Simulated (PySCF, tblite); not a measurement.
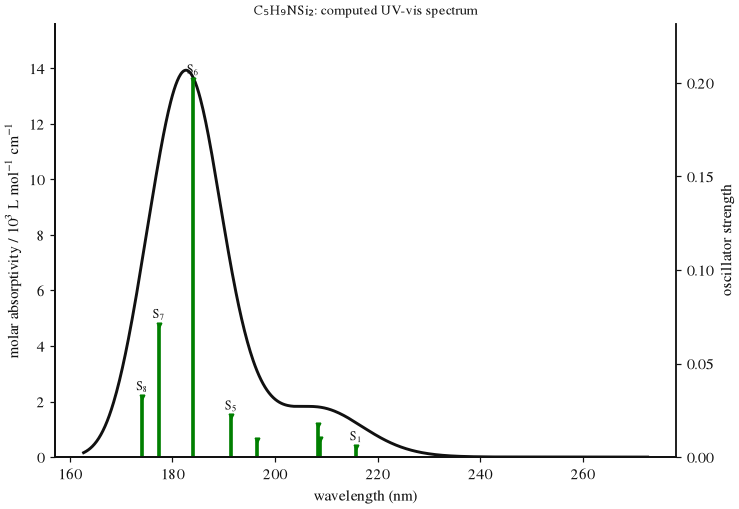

Computed absorption of C₅H₉NSi₂, SMILES CC#C[Si@](C)([SiH3])C#N. Vertical TDDFT excitations, PBE0/def2-SVPD in PySCF, at a GFN2-xTB geometry (a minimum by its frequencies), gas phase. The lowest 8 singlet states are shown; each is broadened by a Gaussian of 1/e half-width 0.30 eV. Sticks give oscillator strengths (right axis).

**Does any vertical transition fall in the visible?**

No singlet lies below 3.1 eV (beyond 400 nm), so at this level no vertical transition falls in the visible.

**Which of the computed transitions is the brightest, and what character does the calculation give it?**

S6 at 6.74 eV (184 nm), f = 0.201, mixed, the largest part being HOMO−1 → LUMO+2 (25 %).

**Where is the lowest singlet, and is it bright?**

S1 lies at 5.75 eV (216 nm) with f = 0.005, mixed, the largest part being HOMO → LUMO (42 %); it is weak.

Caveats: the tight-binding geometry is rougher than a DFT one and adds to the error; core orbitals are frozen in the response.
